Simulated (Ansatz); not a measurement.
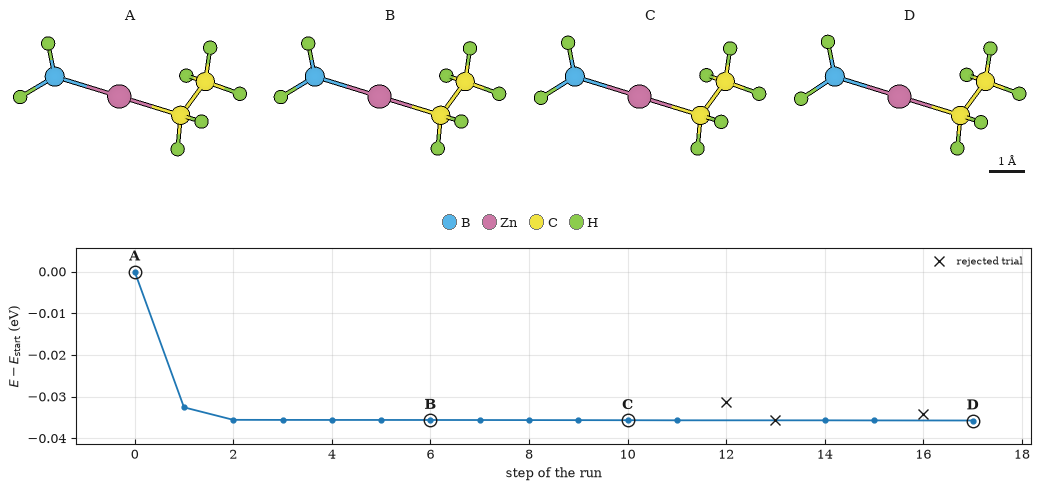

Frames of a relaxation of C2H7BZn, marked on the history of the run. Style: ball-and-stick. Shown at a tilt.

The start comes from PBE-D4/def2-SVP.

Theory: RKS PBE0-D4/def2-TZVP in Ansatz 0.2.0.

Input file:
```yaml
crystal:
  periodic: [false, false, false]
  atoms:
    - {symbol: B, position_ang: [-0.512909, 2.975234, -0.234488]}
    - {symbol: Zn, position_ang: [0.074707, 1.027170, 0.163617]}
    - {symbol: C, position_ang: [0.635614, -0.823850, 0.541799]}
    - {symbol: C, position_ang: [-0.092817, -1.909552, -0.265366]}
    - {symbol: H, position_ang: [-0.328446, 3.513397, -1.316035]}
    - {symbol: H, position_ang: [-1.071001, 3.680562, 0.592858]}
    - {symbol: H, position_ang: [1.733950, -0.890494, 0.367386]}
    - {symbol: H, position_ang: [0.505768, -1.006019, 1.633073]}
    - {symbol: H, position_ang: [-1.188613, -1.905199, -0.082726]}
    - {symbol: H, position_ang: [0.045459, -1.783449, -1.360617]}
    - {symbol: H, position_ang: [0.263787, -2.934799, -0.018901]}
basis:
  gaussian: {orbitals: def2-TZVP}
hamiltonian: {xc: pbe0, dispersion: d4}
relax: {f_tol: 0.005, max_steps: 150}
```

Launched with:
```bash
ansatz run in.yaml --threads 4 --pin off --events-out ev --progress --plain --max-ram 10444MiB
```

**What happens along the run?**

The largest moves after the best rigid fit, 0.12 Å, are those of H5 and H6. Largest moves by element: H 0.12 Å, C 0.02 Å, Zn 0.01 Å. B stays in place. Some distances before and after: B1–H5 1.222 → 1.201 Å, C4–H10 1.111 → 1.094 Å, C3–H7 1.114 → 1.097 Å, C3–C4 1.537 → 1.529 Å. The energy falls by 0.036 eV in 14 accepted moves (17 points after the start). The largest force component goes from 0.54 to 0.0015 eV/Å. The line search rejected the trial steps at points 12, 13, 16 of the run. The forces were under the threshold at step 4, but the run went on from there. The run took 50 s on 4 threads of Arm Neoverse V2 (shared host). From step 0 to 6: H5 moves most (0.03 Å), energy −0.036 eV. From step 6 to 10: H atoms move most (0.04 Å), energy 0.000 eV. From step 10 to 17: H6 moves most (0.06 Å), energy 0.000 eV.

```
step  E − E(0), eV  largest force component, eV/Å      note
   0        0.0000                         0.5418          
   1       -0.0326                         0.1682          
   2       -0.0356                         0.0116          
   3       -0.0356                         0.0052          
   4       -0.0356                         0.0015          
   5       -0.0356                         0.0081          
   6       -0.0356                         0.0106          
   7       -0.0356                         0.0096          
   8       -0.0356                         0.0227          
   9       -0.0356                         0.0160          
  10       -0.0357                         0.0080          
  11       -0.0357                         0.0076          
  12       -0.0314                         0.2854  rejected
  13       -0.0357                         0.0069  rejected
  14       -0.0357                         0.0036          
  15       -0.0357                         0.0017          
  16       -0.0341                         0.1758  rejected
  17       -0.0357                         0.0015
```
